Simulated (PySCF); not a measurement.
F4Se, SMILES F[Se](F)(F)F at its PBE0/def2-SVP optimised geometry (Å):

```
5

Se    -0.2257    -0.5868     0.0000
F     -1.5254     0.5868     0.0000
F      0.0024     0.0062     1.6314
F      1.5254    -0.5868     0.0000
F      0.0024     0.0064    -1.6312
```

Level of theory: PBE0/def2-TZVP in PySCF.

Map of the electron localisation function on the plane z = 1.2 Å:

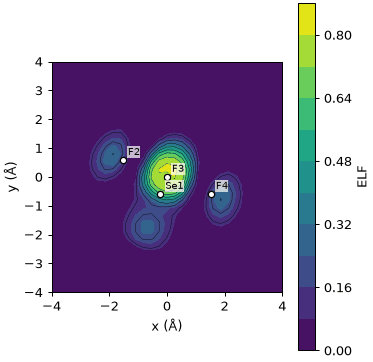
Fig. 1. Electron localisation function on the plane z = 1.2 Å.
